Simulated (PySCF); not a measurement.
# [Sm(SH)2]+: other functionals and bases at one geometry

Aim: see how levels, charges and forces of [Sm(SH)2]+ depend on the level of theory. It is a constructed species; whether it can be made isn't addressed.

Computed with PySCF 2.14.0. Level: several levels, as the steps say, no spin–orbit coupling.

3 further runs of the same task are left out: 2 for a known fault of the program, 1 that didn't finish. Runs told in other sessions of the task aren't counted.

## Step 1: Starting geometry

5 atoms, charge 1, spin multiplicity 1.

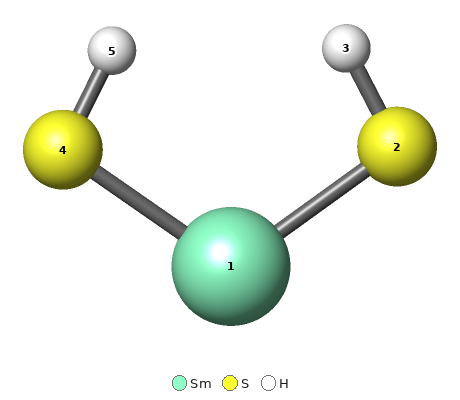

The structure; samarium green, sulfur yellow, hydrogen white; atoms are numbered from 1 in the order of the file.

As a file:

```xyz
5
charge 1, multiplicity 1
Sm   -1.1477    1.0194   -0.2832
S    -0.0724    0.6210    1.9859
H     0.8238   -0.3413    1.6087
S    -0.0724   -0.4923   -2.0216
H     0.8238   -1.1221   -1.2022
```

Formal oxidation states: Sm +3. Each metal's 5 4f electrons lie in its core potential, so multiplicities, spins and levels count the valence alone. An earlier session relaxed this geometry at BP86, Sm lcecp-1-SVP with ECP51, S def2-SVP, H def2-SVP (singlet, point group C2v).

At BP86 on the finer grid: E = -832.043668 Eh, HOMO -11.10 eV, LUMO -7.99 eV, Mulliken charge on Sm1 +1.04 e, largest force component 0.008 eV/Å. 

Levels to run: wB97X; BLYP; TPSSh; M06-L; BP86, TZVP. Hardware: 2 threads of Arm Neoverse V2, shared host.

## Step 2: wB97X

Contents of run.py (the lines that set the calculation):

```python
mol = gto.M(atom='''
Sm    -1.14770     1.01938    -0.28318
S     -0.07242     0.62095     1.98586
H      0.82381    -0.34127     1.60874
S     -0.07242    -0.49231    -2.02160
H      0.82381    -1.12215    -1.20221''',
    basis={'Sm': 'lcecp-1-SVP', 'S': 'def2-SVP', 'H': 'def2-SVP'},
    ecp={'Sm': 'lcecp-1-SVP'},
    charge=1, spin=0)
mf = dft.RKS(mol, xc='WB97X')
mf.grids.atom_grid = (75, 302)  # f atoms: unpruned, at least (60, 302)
mf = mf.density_fit()  # fitting sets: Sm AutoAux, S def2-universal-JKFIT, H def2-universal-JKFIT
mf.conv_tol = 1e-08; mf.max_cycle = 55
mf.kernel(dm0)  # dm0: the density of the relaxed state
```

The run is started by

```
$ OMP_NUM_THREADS=2 python run.py
```

What it wrote:

```text
init E= -831.873383409054
  HOMO = -0.529037112913425  LUMO = -0.184830115680159  gap/eV = 9.36635
cycle= 1 E= -831.881523108013  delta_E= -0.00814  |g|= 0.0698  |ddm|= 0.336
  HOMO = -0.519959699347524  LUMO = -0.204919214620549  gap/eV = 8.57269
cycle= 2 E= -831.882353671799  delta_E= -0.000831  |g|= 0.0507  |ddm|= 0.202
  HOMO = -0.525445354852232  LUMO = -0.197215366703037  gap/eV = 8.93159
cycle= 3 E= -831.883315925176  delta_E= -0.000962  |g|= 0.00804  |ddm|= 0.0892
  HOMO = -0.524894025396068  LUMO = -0.198143407945171  gap/eV = 8.89134
cycle= 4 E= -831.883353626947  delta_E= -3.77e-05  |g|= 0.00121  |ddm|= 0.0214
  HOMO = -0.524844119029897  LUMO = -0.198362595158806  gap/eV = 8.88401
cycle= 5 E= -831.88335510426  delta_E= -1.48e-06  |g|= 0.000447  |ddm|= 0.00366
  HOMO = -0.524876965495973  LUMO = -0.198391829958999  gap/eV = 8.88411
cycle= 6 E= -831.883355378854  delta_E= -2.75e-07  |g|= 0.000129  |ddm|= 0.00166
  HOMO = -0.524865634453585  LUMO = -0.198379681818235  gap/eV = 8.88414
cycle= 7 E= -831.883355407834  delta_E= -2.9e-08  |g|= 4.06e-05  |ddm|= 0.000545
  HOMO = -0.524867157837028  LUMO = -0.198385531349962  gap/eV = 8.88402
cycle= 8 E= -831.883355410899  delta_E= -3.07e-09  |g|= 8.27e-06  |ddm|= 0.000209
  HOMO = -0.524866834956752  LUMO = -0.198384398279407  gap/eV = 8.88404
Extra cycle  E= -831.883355410991  delta_E= -9.2e-11  |g|= 4.08e-06  |ddm|= 2.44e-05
converged SCF energy = -831.883355410991
```

It took 3.2 s on 2 threads of Arm Neoverse V2, shared host.

Result: E = -831.883355 Eh, HOMO -14.28 eV, LUMO -5.40 eV, Mulliken charge on Sm1 +1.20 e, largest force component 0.406 eV/Å. 

## Step 3: BLYP

Edit run.py (the lines that set the calculation) of step 2 so:

```diff
@@ -9,3 +9,3 @@
     charge=1, spin=0)
-mf = dft.RKS(mol, xc='WB97X')
+mf = dft.RKS(mol, xc='BLYP')
 mf.grids.atom_grid = (75, 302)  # f atoms: unpruned, at least (60, 302)
```

The run is started by

```
$ OMP_NUM_THREADS=2 python run.py
```

What it wrote:

```text
init E= -831.86114047876
  HOMO = -0.395472988496331  LUMO = -0.294037108755324  gap/eV = 2.76021
cycle= 1 E= -831.861777358555  delta_E= -0.000637  |g|= 0.0112  |ddm|= 0.132
  HOMO = -0.395891348591136  LUMO = -0.295950155941448  gap/eV = 2.71954
cycle= 2 E= -831.861653125883  delta_E= 0.000124  |g|= 0.0201  |ddm|= 0.0433
  HOMO = -0.396487921020851  LUMO = -0.294299022005834  gap/eV = 2.78070
cycle= 3 E= -831.861797820302  delta_E= -0.000145  |g|= 0.00843  |ddm|= 0.0417
  HOMO = -0.396162773867372  LUMO = -0.294750010033071  gap/eV = 2.75958
cycle= 4 E= -831.861827691727  delta_E= -2.99e-05  |g|= 0.00132  |ddm|= 0.014
  HOMO = -0.396260796281926  LUMO = -0.294822615184755  gap/eV = 2.76027
cycle= 5 E= -831.861828249343  delta_E= -5.58e-07  |g|= 0.000184  |ddm|= 0.00201
  HOMO = -0.396255417836967  LUMO = -0.294814819026235  gap/eV = 2.76034
cycle= 6 E= -831.861828260687  delta_E= -1.13e-08  |g|= 4.04e-05  |ddm|= 0.000292
  HOMO = -0.396250762910478  LUMO = -0.294813005276297  gap/eV = 2.76026
cycle= 7 E= -831.86182826115  delta_E= -4.63e-10  |g|= 1.57e-05  |ddm|= 6.95e-05
  HOMO = -0.396252771234967  LUMO = -0.294813932584328  gap/eV = 2.76029
Extra cycle  E= -831.861828260872  delta_E= 2.77e-10  |g|= 3e-05  |ddm|= 6.58e-05
converged SCF energy = -831.861828260872
```

Wall time 2.7 s (2 threads of Arm Neoverse V2, shared host).

It gives: E = -831.861828 Eh, HOMO -10.78 eV, LUMO -8.02 eV, Mulliken charge on Sm1 +0.99 e, largest force component 0.223 eV/Å. 

## Step 4: TPSSh

Edit run.py (the lines that set the calculation) of step 3 so:

```diff
@@ -9,3 +9,3 @@
     charge=1, spin=0)
-mf = dft.RKS(mol, xc='BLYP')
+mf = dft.RKS(mol, xc='TPSSH')
 mf.grids.atom_grid = (75, 302)  # f atoms: unpruned, at least (60, 302)
```

The run is started by

```
$ OMP_NUM_THREADS=2 python run.py
```

What it wrote:

```text
init E= -831.931849748244
  HOMO = -0.424232364381349  LUMO = -0.271630095508874  gap/eV = 4.15252
cycle= 1 E= -831.931890614047  delta_E= -4.09e-05  |g|= 0.0664  |ddm|= 0.276
  HOMO = -0.417442710967377  LUMO = -0.292299818572175  gap/eV = 3.40531
cycle= 2 E= -831.921223317409  delta_E= 0.0107  |g|= 0.174  |ddm|= 0.378
  HOMO = -0.422800724789459  LUMO = -0.279770288292897  gap/eV = 3.89206
cycle= 3 E= -831.933881442294  delta_E= -0.0127  |g|= 0.00359  |ddm|= 0.263
  HOMO = -0.422365982009559  LUMO = -0.279090449787641  gap/eV = 3.89873
cycle= 4 E= -831.933886886968  delta_E= -5.44e-06  |g|= 0.00109  |ddm|= 0.00729
  HOMO = -0.422468929895727  LUMO = -0.279133509641624  gap/eV = 3.90036
cycle= 5 E= -831.933887251222  delta_E= -3.64e-07  |g|= 0.000241  |ddm|= 0.00165
  HOMO = -0.422474839713665  LUMO = -0.279139454844546  gap/eV = 3.90035
cycle= 6 E= -831.933887270972  delta_E= -1.98e-08  |g|= 3.45e-05  |ddm|= 0.000317
  HOMO = -0.422472124003226  LUMO = -0.279139472672732  gap/eV = 3.90028
cycle= 7 E= -831.933887271372  delta_E= -4.01e-10  |g|= 1.17e-05  |ddm|= 5.16e-05
  HOMO = -0.422472919499501  LUMO = -0.279141276497782  gap/eV = 3.90025
Extra cycle  E= -831.933887271316  delta_E= 5.6e-11  |g|= 1.6e-05  |ddm|= 3.42e-05
converged SCF energy = -831.933887271316
```

Run time: 3.4 s. Hardware: 2 threads of Arm Neoverse V2, shared host.

Result: E = -831.933887 Eh, HOMO -11.50 eV, LUMO -7.60 eV, Mulliken charge on Sm1 +1.17 e, largest force component 0.187 eV/Å. 

## Step 5: M06-L

Edit run.py (the lines that set the calculation) of step 4 so:

```diff
@@ -9,3 +9,3 @@
     charge=1, spin=0)
-mf = dft.RKS(mol, xc='TPSSH')
+mf = dft.RKS(mol, xc='M06L')
 mf.grids.atom_grid = (75, 302)  # f atoms: unpruned, at least (60, 302)
```

The run is started by

```
$ OMP_NUM_THREADS=2 python run.py
```

What it wrote:

```text
init E= -831.903180860473
  HOMO = -0.414931520436311  LUMO = -0.261914823739441  gap/eV = 4.16380
cycle= 1 E= -831.904740704189  delta_E= -0.00156  |g|= 0.101  |ddm|= 0.413
  HOMO = -0.399438589521008  LUMO = -0.288891581211323  gap/eV = 3.00814
cycle= 2 E= -831.870389184219  delta_E= 0.0344  |g|= 0.306  |ddm|= 0.592
  HOMO = -0.407845630175637  LUMO = -0.267966137485067  gap/eV = 3.80631
cycle= 3 E= -831.909059677636  delta_E= -0.0387  |g|= 0.0041  |ddm|= 0.448
  HOMO = -0.408140979550992  LUMO = -0.268698951165878  gap/eV = 3.79441
cycle= 4 E= -831.909062347854  delta_E= -2.67e-06  |g|= 0.00254  |ddm|= 0.0107
  HOMO = -0.408052009721215  LUMO = -0.268435830125893  gap/eV = 3.79915
cycle= 5 E= -831.909064888898  delta_E= -2.54e-06  |g|= 0.000621  |ddm|= 0.00437
  HOMO = -0.408028453145708  LUMO = -0.268360848286113  gap/eV = 3.80055
cycle= 6 E= -831.909065029639  delta_E= -1.41e-07  |g|= 0.000136  |ddm|= 0.00101
  HOMO = -0.408026604510299  LUMO = -0.268372211193612  gap/eV = 3.80019
cycle= 7 E= -831.909065035133  delta_E= -5.49e-09  |g|= 7.24e-05  |ddm|= 0.000257
  HOMO = -0.408024575071769  LUMO = -0.268383119986937  gap/eV = 3.79984
Extra cycle  E= -831.909065028084  delta_E= 7.05e-09  |g|= 0.000148  |ddm|= 0.000341
converged SCF energy = -831.909065028084
```

Wall time 3.6 s (2 threads of Arm Neoverse V2, shared host).

It gives: E = -831.909065 Eh, HOMO -11.10 eV, LUMO -7.30 eV, Mulliken charge on Sm1 +1.30 e, largest force component 0.297 eV/Å. 

## Step 6: BP86, TZVP

Basis: Sm lcecp-1-TZVP with ECP51, S def2-TZVP, H def2-TZVP. 

Contents of run.py (the lines that set the calculation):

```python
mol = gto.M(atom='''
Sm    -1.14770     1.01938    -0.28318
S     -0.07242     0.62095     1.98586
H      0.82381    -0.34127     1.60874
S     -0.07242    -0.49231    -2.02160
H      0.82381    -1.12215    -1.20221''',
    basis={'Sm': 'lcecp-1-TZVP', 'S': 'def2-TZVP', 'H': 'def2-TZVP'},
    ecp={'Sm': 'lcecp-1-TZVP'},
    charge=1, spin=0)
mf = dft.RKS(mol, xc='B88,P86')
mf.grids.atom_grid = (75, 302)  # f atoms: unpruned, at least (60, 302)
mf = mf.density_fit()  # fitting sets: Sm AutoAux, S def2-universal-JKFIT, H def2-universal-JKFIT
mf.conv_tol = 1e-08; mf.max_cycle = 55
mf.kernel(dm0)  # dm0: free metal ions and neutral atoms
```

The run is started by

```
$ OMP_NUM_THREADS=2 python run.py
```

What it wrote:

```text
init E= -832.165898395715
  HOMO = -0.494363238463578  LUMO = -0.329743527174729  gap/eV = 4.47953
cycle= 1 E= -832.208088858835  delta_E= -0.0422  |g|= 0.575  |ddm|= 1.99
  HOMO = -0.334061519607049  LUMO = -0.301030646125539  gap/eV = 0.89882
cycle= 2 E= -831.357269156816  delta_E= 0.851  |g|= 1.73  |ddm|=  2.1
  HOMO = -0.383598909708668  LUMO = -0.24725168616868  gap/eV = 3.71020
cycle= 3 E= -832.245467432966  delta_E= -0.888  |g|= 0.428  |ddm|= 1.73
  HOMO = -0.400070842838692  LUMO = -0.298006368567527  gap/eV = 2.77732
cycle= 4 E= -832.306729790657  delta_E= -0.0613  |g|= 0.188  |ddm|= 0.611
  HOMO = -0.404848081217862  LUMO = -0.293842580682371  gap/eV = 3.02061
cycle= 5 E= -832.319330587841  delta_E= -0.0126  |g|= 0.0361  |ddm|= 0.143
  HOMO = -0.404872105622924  LUMO = -0.291174869652791  gap/eV = 3.09386
cycle= 6 E= -832.319861171211  delta_E= -0.000531  |g|= 0.00768  |ddm|= 0.0377
  HOMO = -0.405367024968493  LUMO = -0.290868526062566  gap/eV = 3.11566
cycle= 7 E= -832.319883183356  delta_E= -2.2e-05  |g|= 0.000911  |ddm|= 0.00872
  HOMO = -0.405437020285897  LUMO = -0.290941805345026  gap/eV = 3.11557
cycle= 8 E= -832.319883386044  delta_E= -2.03e-07  |g|= 0.000412  |ddm|= 0.00114
  HOMO = -0.405440815680895  LUMO = -0.29095737311845  gap/eV = 3.11525
cycle= 9 E= -832.31988344386  delta_E= -5.78e-08  |g|= 9.2e-05  |ddm|= 0.000412
  HOMO = -0.405439277440718  LUMO = -0.290956656987794  gap/eV = 3.11523
cycle= 10 E= -832.319883446379  delta_E= -2.52e-09  |g|= 2.85e-05  |ddm|= 0.000103
  HOMO = -0.405438410661266  LUMO = -0.290959012638575  gap/eV = 3.11514
Extra cycle  E= -832.319883444804  delta_E= 1.58e-09  |g|= 7.14e-05  |ddm|= 0.000106
converged SCF energy = -832.319883444804
```

Wall time 7.2 s (2 threads of Arm Neoverse V2, shared host).

It gives: E = -832.319883 Eh, HOMO -11.03 eV, LUMO -7.92 eV, Mulliken charge on Sm1 +1.35 e, largest force component 0.152 eV/Å. 

## Step 7: All levels side by side

| level | state | HOMO (eV) | gap (eV) | charge on Sm1 (e) | dipole (D) | largest force component (eV/Å) | basis functions | time |
| --- | --- | --- | --- | --- | --- | --- | --- | --- |
| BP86 (relaxed here) | singlet | -11.10 | 3.11 | 1.04 | 3.39 | 0.01 | 79 | 5.5 s |
| wB97X | singlet | -14.28 | 8.88 | 1.20 | 4.66 | 0.41 | 79 | 3.2 s |
| BLYP | singlet | -10.78 | 2.76 | 0.99 | 3.37 | 0.22 | 79 | 2.7 s |
| TPSSh | singlet | -11.50 | 3.90 | 1.17 | 3.96 | 0.19 | 79 | 3.4 s |
| M06-L | singlet | -11.10 | 3.80 | 1.30 | 4.15 | 0.30 | 79 | 3.6 s |
| BP86, TZVP | singlet | -11.03 | 3.12 | 1.35 | 3.74 | 0.15 | 133 | 7.2 s |

Times are on 2 threads of Arm Neoverse V2, shared host; the first row also made further properties. The dipole of a charged species depends on the origin, so these sizes hold for this origin alone.

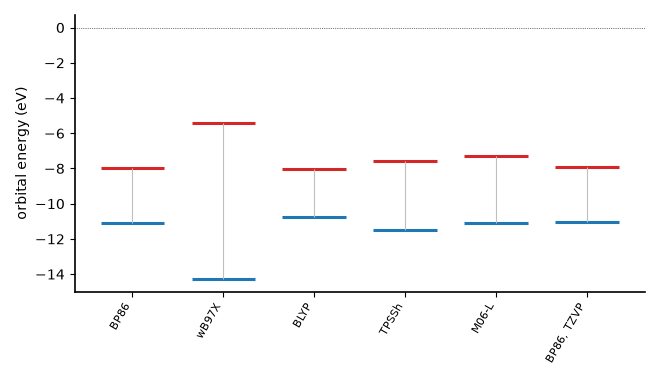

Highest filled and lowest empty level, method by method.

In one basis the HOMO–LUMO gap runs from 2.76 eV (BLYP) to 8.88 eV (wB97X). The largest leftover force, 0.41 eV/Å with wB97X, stands at a geometry relaxed at another level. The Mulliken charge on Sm spans +0.99 to +1.35 e over the levels. With 4f in the core, its levels are missing from HOMO and gap, and its count is fixed, so no charge can pass from the ligands into it. Total energies of different levels can't be compared. Spin–orbit coupling is left out throughout.
